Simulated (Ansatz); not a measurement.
# Quasiparticle gap of Si3N4 (P6_3/m), part 2 of 2

Wanted: the gap of Si3N4 (P6_3/m) with a many-body correction, and the time that it takes.

Ansatz 0.2.0; LDA, then G0W0 on it, plane waves, PAW. Known limits of the many-body steps: finite bands, screening cutoff and k mesh; no spin-orbit coupling in G0W0.

So far. Step 2 (The LDA band structure): Over mesh and path the gap is 4.156 eV, from k = (0.000, 0.000, 0.150) to k = Γ. The least direct gap found is 4.356 eV, at k = Γ. On the 6×6×8 mesh alone the same run gives 4.171 eV, so that mesh misses an edge of LDA: 4.171 − 4.156 = +0.015 eV.

In doubt: masses and optical values from hybrid runs of this build are listed as unsure (in some of the runs), which bears on the screening that GW takes from such a start.

### Step 3. G0W0 on the 6×6×6 mesh

G0W0 replaces the xc potential by a self-energy built once from the orbitals of the start. Levels are corrected in the window of bands that the input names, at points of the mesh.

This step: G0W0 on LDA, plane waves, PAW.

input.yaml reads:

```yaml
crystal:
  lattice:
    - [7.6044, 0.0, 0.0]
    - [-3.8022, 6.5856035805, 0.0]
    - [0.0, 0.0, 2.9063]
  atoms:
    - { symbol: Si, position: [0.768477, 0.174557, 0.25] }
    - { symbol: Si, position: [0.59392, 0.768477, 0.75] }
    - { symbol: Si, position: [0.825443, 0.59392, 0.25] }
    - { symbol: Si, position: [0.231523, 0.825443, 0.75] }
    - { symbol: Si, position: [0.40608, 0.231523, 0.25] }
    - { symbol: Si, position: [0.174557, 0.40608, 0.75] }
    - { symbol: "N", position: [0.0305, 0.33024, 0.25] }
    - { symbol: "N", position: [0.70026, 0.0305, 0.75] }
    - { symbol: "N", position: [0.66976, 0.70026, 0.25] }
    - { symbol: "N", position: [0.9695, 0.66976, 0.75] }
    - { symbol: "N", position: [0.29974, 0.9695, 0.25] }
    - { symbol: "N", position: [0.33024, 0.29974, 0.75] }
    - { symbol: "N", position: [0.6666666667, 0.3333333333, 0.25] }
    - { symbol: "N", position: [0.3333333333, 0.6666666667, 0.75] }
kpoints:
  mp_grid: { grid: [6, 6, 6] }
hamiltonian:
  xc: lda
  pseudopotentials: { kind: paw, source: ansatz }
scf:
  occupations: { method: fixed }
gw:
  n_empty_bands: 1005
  ecut_chi: 210.0
  qp_bands: [v4, c4]
  qp_kpoints: band_edges
  screening: { model: contour_deformation }
```

Started as:

```console
> ansatz run input.yaml --threads 16 --pin off --max-ram 82944MiB --backend cuda --events-out ev --progress --plain --runs-dir out --devices 1 --max-vram 78GiB
```

Numbers of over 12 decimals in the logs are rounded to 6 here.

The program printed:

```text
GPUs: using 1 of 1 available (devices: 1).
[...]
Crystal: 14 atoms, lattice volume = 145.546 Å³
Basis set: ecut = 870 eV, 8425 PW (Γ)
Bands: 46, of which v1, the nominal top of the filled ones, is band 32 counted from 1 (31 counted from 0)
Symmetry: 12 space group operations
[...]
k-points: 32 of 216
[...]
SCF iter   1: F=—  HF=-6671.537021 eV  |F-HF|=—  |Δ(HF+E_count)|=         —  Δρ=1.62e-1  dr2=3.72e1  ethr=3.10e-3  ⟨swp⟩=6.0  Hψ=7011  notcnv=0  defer=352
[...]
SCF iter   9: F=-6660.316428 eV  HF=-6660.316428 eV  |F-HF|=1.31e-10  |Δ(HF+E_count)|=   1.33e-7  Δρ=1.61e-6  dr2=3.12e-9  ethr=1.56e-10  ⟨swp⟩=17.1  Hψ=8500  notcnv=0
SCF 1 converged in 9 iterations: F = -6660.316428 eV  dr2 = 3.12e-9
[...]
NSCF: frozen V_eff on 32 k-points, pencils in batches of 32, up to order 184
the band table was solved once the SCF had ended and its energy, with any forces and stress, was formed, with the checks that follow a solve (6817 applications of the Hamiltonian). They found nothing against the state; the energy, forces and stress were not computed again (output.eigenvalues in the input reference)
[...]
NSCF: frozen V_eff on 32 k-points
G₀W₀ screening: q 1/32
[... further progress lines ...]
SCF converged after 9 iterations
Free energy (F): -6660.316428 eV
[...]
20    36     13.2209    -7.8438    -4.6993   -13.5549  0.8250    14.2400    14.2328  root
    22    29      6.3218   -21.1490     3.0725   -17.0008  0.7844     5.2352     5.2462  root
    22    30      6.6728   -21.0897     3.0399   -16.9882  0.7841     5.6007     5.6113  root
    22    31      6.9349   -21.2298     2.9983   -17.1845  0.7848     5.8779     5.8879  root
    22    32      7.2938   -21.3713     2.9253   -17.4283  0.7859     6.2671     6.2762  root
    22    33     12.8727    -7.7274    -4.6943   -13.4573  0.8277    13.9156    13.9083  root
    22    34     13.2059    -7.0287    -4.7176   -12.7585  0.8277    14.2254    14.2181  root
    22    35     13.5245    -7.5306    -4.7685   -13.3529  0.8248    14.5864    14.5783  root
    22    36     13.8223    -6.3953    -4.5563   -11.8954  0.8308    14.7724    14.7661  root
    23    29      6.5166   -20.9687     3.0528   -16.8442  0.7843     5.4340     5.4449  root
    23    30      6.5166   -20.9687     3.0528   -16.8442  0.7843     5.4340     5.4449  root
    23    31      6.9187   -21.1468     2.9743   -17.1257  0.7855     5.8620     5.8719  root
    23    32      6.9187   -21.1468     2.9743   -17.1257  0.7855     5.8620     5.8719  root
    23    33     12.7461    -7.6231    -4.6294   -13.2602  0.8282    13.7606    13.7538  root
    23    34     12.7461    -7.6231    -4.6294   -13.2602  0.8282    13.7606    13.7538  root
    23    35     13.5519    -7.3374    -4.6729   -13.0256  0.8255    14.5745    14.5672  root
    23    36     13.5519    -7.3374    -4.6729   -13.0256  0.8255    14.5745    14.5672  root
    24    29      6.6301   -20.9042     2.9584   -16.8974  0.7852     5.5716     5.5817  root
    24    30      7.1665   -21.3481     2.9018   -17.4343  0.7858     6.1456     6.1545  root
    24    31      7.6856   -21.6224     2.9477   -17.6901  0.7858     6.6928     6.7011  root
    24    32      7.7686   -21.6925     2.9446   -17.7677  0.7859     6.7802     6.7883  root
    24    33     12.5378    -7.8318    -4.6489   -13.5607  0.8269    13.6258    13.6178  root
    24    34     12.6014    -7.7440    -4.6348   -13.4170  0.8280    13.6468    13.6395  root
    24    35     12.7397    -7.7101    -4.7131   -13.4992  0.8272    13.8238    13.8157  root
    24    36     13.1961    -7.7640    -4.7164   -13.4992  0.8253    14.2223    14.2149  root
    27    29      6.5238   -20.9855     3.0500   -16.8644  0.7844     5.4418     5.4527  root
    27    30      6.5238   -20.9855     3.0500   -16.8644  0.7844     5.4418     5.4527  root
    27    31      6.9148   -21.1351     2.9745   -17.1138  0.7854     5.8580     5.8679  root
    27    32      6.9148   -21.1351     2.9745   -17.1138  0.7854     5.8580     5.8679  root
    27    33     12.7421    -7.6179    -4.6200   -13.2423  0.8283    13.7533    13.7465  root
    27    34     12.7421    -7.6179    -4.6200   -13.2423  0.8283    13.7533    13.7465  root
    27    35     13.6237    -7.4620    -4.7330   -13.2299  0.8235    14.6664    14.6585  root
    27    36     13.6237    -7.4620    -4.7330   -13.2299  0.8235    14.6664    14.6585  root
    28    29      6.8623   -21.1153     2.9452   -17.1374  0.7852     5.8200     5.8296  root
    28    30      6.8623   -21.1153     2.9452   -17.1374  0.7852     5.8200     5.8296  root
    28    31      7.7322   -21.6656     2.9458   -17.7377  0.7858     6.7419     6.7501  root
    28    32      7.7322   -21.6656     2.9458   -17.7377  0.7858     6.7419     6.7501  root
    28    33     12.5701    -8.1120    -4.5990   -13.7803  0.8252    13.6473    13.6395  root
    28    34     12.7171    -7.6728    -4.7127   -13.4542  0.8274    13.7937    13.7858  root
    28    35     12.7171    -7.6728    -4.7127   -13.4542  0.8274    13.7937    13.7858  root
[...]
30    33     13.1266    -6.9280    -4.7317   -12.6739  0.8287    14.1480    14.1408  root
    30    34     13.1957    -7.8445    -4.7390   -13.6397  0.8254    14.2597    14.2519  root
    30    35     13.1957    -7.8445    -4.7390   -13.6397  0.8254    14.2597    14.2519  root
    30    36     13.9094    -5.9141    -4.4687   -11.2817  0.8336    14.8140    14.8083  root
    31    29      6.5887   -21.0268     3.0224   -16.9367  0.7854     5.5105     5.5211  root
    31    30      6.5887   -21.0268     3.0224   -16.9367  0.7854     5.5105     5.5211  root
    31    31      6.8891   -21.0966     2.9826   -17.0677  0.7849     5.8328     5.8428  root
    31    32      6.8891   -21.0966     2.9826   -17.0677  0.7849     5.8328     5.8428  root
    31    33     12.8992    -7.8551    -4.6955   -13.5847  0.8258    13.9407    13.9333  root
    31    34     12.8992    -7.8551    -4.6955   -13.5847  0.8258    13.9407    13.9333  root
    31    35     13.6766    -6.7452    -4.6540   -12.3792  0.8280    14.6636    14.6567  root
    31    36     13.6766    -6.7452    -4.6540   -12.3792  0.8280    14.6636    14.6567  root
```

Wall time 11 min (1 × NVIDIA GB200 (shared by 2 runs) with 16 threads of Arm Neoverse V2, shared host); peak memory 11 GiB.

Numbers from this step:

```
bands summed                                    : 1037
RPA ε∞ on this mesh (eigenvalues)               : 4.077, 4.077, 4.176
plane waves in the screening matrix             : 1021
q-points in the mesh                            : 216
G0W0 gap over the corrected points              : 6.164 eV
k of the valence top                            : 0, 0, 0.1667
k of the conduction bottom                      : 0, 0, 0
starting gap on the mesh                        : 4.145 eV
Z at the valence top                            : 0.7872
Z at the conduction bottom                      : 0.8326
least direct G0W0 gap over the corrected points : 6.386 eV
```

Over 26 of 32 irreducible mesh points the G0W0 gap is 6.164 eV, from k = (0.000, 0.000, 0.167) to k = Γ. The LDA gap of this run on the mesh is 4.145 eV. The two states that bound the G0W0 gap lie that far apart at the start, so the correction of the gap is 6.164 − 4.145 = +2.019 eV. The start of this run differs from the step before in mesh (6×6×8 and 6×6×6), files (soft_2 PAW and hard PAW) and plane-wave cutoff (420 eV and 870 eV).

Labels follow the order of the start: v1 is the top filled band, c1 the lowest empty one; levels that stay degenerate share a row, the window can cut a multiplet, doubted levels are not marked in this list, bands outside the window were not corrected, and the list may be a part of the corrected levels. Levels before and after the correction, in eV, zero at the valence-band top of each column:

|  | conduction bottom | valence top |
| --- | --- | --- |
| Kohn-Sham | 4.15 | 0.00 |
| G0W0 | 6.16 | 0.00 |

|  | level | occupation | energy (eV) |
| --- | --- | --- | --- |
| Kohn-Sham | Γ v3 | 2 | -0.473 |
| Kohn-Sham | Γ v2 | 2 | -0.401 |
| Kohn-Sham | Γ v1 | 2 | -0.202 |
| Kohn-Sham | Γ c1 | 0 | 4.145 |
| Kohn-Sham | Γ c2 | 0 | 4.602 |
| Kohn-Sham | Γ c3 | 0 | 4.752 |
| Kohn-Sham | (0 0 0.167) v3 | 2 | -1.290 |
| Kohn-Sham | (0 0 0.167) v2 | 2 | -1.167 |
| Kohn-Sham | (0 0 0.167) v1 | 2 | 0.000 |
| Kohn-Sham | (0 0 0.167) c1 | 0 | 5.523 |
| Kohn-Sham | (0 0 0.167) c2-c3 | 0 | 5.822 |
| G0W0 | Γ v3 | 2 | -0.507 |
| G0W0 | Γ v2 | 2 | -0.437 |
| G0W0 | Γ v1 | 2 | -0.222 |
| G0W0 | Γ c1 | 0 | 6.164 |
| G0W0 | Γ c2 | 0 | 6.324 |
| G0W0 | Γ c3 | 0 | 6.788 |
| G0W0 | (0 0 0.167) v3 | 2 | -1.368 |
| G0W0 | (0 0 0.167) v2 | 2 | -1.245 |
| G0W0 | (0 0 0.167) v1 | 2 | 0.000 |
| G0W0 | (0 0 0.167) c1 | 0 | 7.238 |
| G0W0 | (0 0 0.167) c2-c3 | 0 | 7.865 |

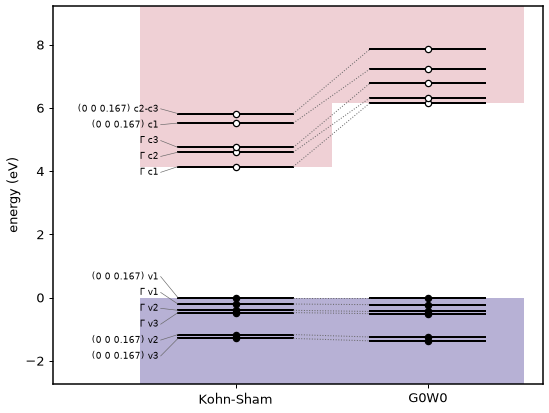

Levels before and after the correction. Shaded: valence and conduction bands. Filled marks are occupied levels, open marks empty ones.

The parts of the quasiparticle energy for the two states that bound the G0W0 gap, in eV on the run's own scale (QP = start + Σx + Σc − Vxc, with Σc at the quasiparticle energy):

| edge | k | band | start | Σx | Σc | Vxc | Z | QP |
| --- | --- | --- | --- | --- | --- | --- | --- | --- |
| valence top | (0.000, 0.000, 0.167) | 32 | 8.026 | −21.847 | 2.804 | −18.084 | 0.787 | 7.068 |
| conduction bottom | Γ | 33 | 12.171 | −7.176 | −4.628 | −12.865 | 0.833 | 13.232 |

### Step 4. Side by side

Each gap is the least one over the points named; times are wall times on shared hosts, not benchmarks. A G0W0 time includes the run's own self-consistent start. Rows marked * are further runs, not shown as steps, whose inputs differ from the G0W0 step on the same start in the columns given; solver thresholds can differ too.

| level | mesh | files, cutoff | bands summed, screening | points | gap (eV) | valence top | conduction bottom | least direct gap (eV) | time |
| --- | --- | --- | --- | --- | --- | --- | --- | --- | --- |
| LDA | 6×6×8 | soft_2 PAW, 420 eV | - | mesh and path | 4.156 | (0.000, 0.000, 0.150) | Γ | 4.356 | 1.2 s |
| G0W0@LDA* | 6×6×6 | hard PAW, 870 eV | 521, 130 eV | 26 of 32 irreducible mesh points | 5.994 | (0.000, 0.000, 0.167) | Γ | 6.226 | 4 min |
| G0W0@LDA | 6×6×6 | hard PAW, 870 eV | 1037, 210 eV | 26 of 32 irreducible mesh points | 6.164 | (0.000, 0.000, 0.167) | Γ | 6.386 | 11 min |
| G0W0@LDA* | 6×6×8 | hard PAW, 870 eV | 521, 130 eV | 34 of 40 irreducible mesh points | 6.011 | (0.000, 0.000, 0.125) | Γ | 6.222 | 5.6 min |

### Step 5. Summary of results

```yaml
lda_gap_over_mesh_and_path: 4.156 eV, from k = (0.000, 0.000, 0.150) to k = Γ
g0w0_lda_gap_over_26_of_32_irreducible_mesh_points: 6.164 eV, from k = (0.000, 0.000, 0.167) to k = Γ
gw_settings: 6×6×6 mesh, 1005 empty bands, screening to 210 eV, hard PAW files
known_limits: finite bands, screening cutoff and k mesh; no spin-orbit coupling in G0W0
```

In words: Over 26 of 32 irreducible mesh points the G0W0 gap is 6.164 eV, from k = (0.000, 0.000, 0.167) to k = Γ. The LDA gap of this run on the mesh is 4.145 eV. The two states that bound the G0W0 gap lie that far apart at the start, so the correction of the gap is 6.164 − 4.145 = +2.019 eV. The valence state moves by 7.068 − 8.026 = −0.958 eV and the conduction state by 13.232 − 12.171 = +1.061 eV, on the run's own scale; with 521 bands the edge states move by −0.688 and +1.161 eV, so the split between the edges depends on the bands and cutoff. Over mesh and path, LDA puts the valence top at k = (0.000, 0.000, 0.150), which is no corrected point. The start's gap on the mesh of the G0W0 run, 4.145 eV, is no wider than the 4.156 eV found there (the runs differ in mesh (6×6×8 and 6×6×6), files (soft_2 PAW and hard PAW) and plane-wave cutoff (420 eV and 870 eV)), so it is not shown that this mesh misses an edge. Levels at other points were not corrected, so a lower G0W0 gap elsewhere in the zone is not ruled out. From 521 bands and 130 eV to 1037 bands and 210 eV the gap moves by 6.164 − 5.994 = +0.170 eV; bands and screening cutoff rise together, so their parts are not told apart. Two runs can't test a law of convergence, so the limit is not known. With the 6×6×8 mesh in place of the 6×6×6 mesh and all else as in the G0W0@LDA row with 521 bands, the gap differs by 6.011 − 5.994 = +0.017 eV, and that of the start by 4.163 − 4.145 = +0.018 eV; an edge lies at another k point, so this need not be the shift of one pair of states. G0W0 on other starts in this series, not shown as steps and not all at these settings: 6.812 eV on HSE06 (6×6×6, hard PAW, 1037 bands, 210 eV). The G0W0 runs are scalar-relativistic. G0W0 is shown with one set of atomic data (hard PAW), so the error from the files is not known here.

[Paths, hosts, dates, memory and timing lines, banners, echoed tables and standing remarks are left out of the program output.]

[Logs are printed without paths, hosts, clocks, repeated set-up lines and the standing remarks that a program may print on its own settings, such as how far it seeks lower states.]

[Runs of the session that timed out or met a known fault of the program may be left out.]

[Cells called generated may have been cut or substituted from an entry of the Crystallography Open Database or the Materials Project.]

[Hosts, paths, dates, database ids (printed as entryN), source tags and the programs' standing remarks are cut or masked in the printed files.]

[Where an RPA ε∞ is given, it is that of the G0W0 mesh and is not shown converged in it. Names of k-points follow the symmetry that the program found, which can be lower than the space group named. Band edges on a path are those of the sampled points; other points can move an edge, and change direct to indirect where valleys lie close.]

[Hybrid gaps are those of their k-mesh and are not shown converged in it.]
